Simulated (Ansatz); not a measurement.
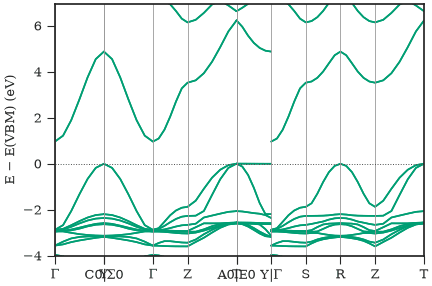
Figure. Band structure from plane-wave PAW r²SCAN with spin–orbit coupling (Ansatz code)

Read off the gap and where the band edges lie.

About 1.0 eV (0.96 eV by a search for the band edges); maximum at T, minimum at Γ.

The material is KHgF3 (cubic perovskite, Pm-3m).

The workflow started from a Materials Project entry (that database holds measured and hypothetical structures alike); the Crystallography Open Database copy checked does not list it. COD files the formula under space group No. 65. Its standing as an ambient phase is unchecked. Symmetry was held in the r²SCAN relaxation; whether a distortion lowers the energy is not shown. Point labels and valley counts follow the cell and symmetry of the run, lower than the named group.

Potentials: the later of the program's two PAW sets.
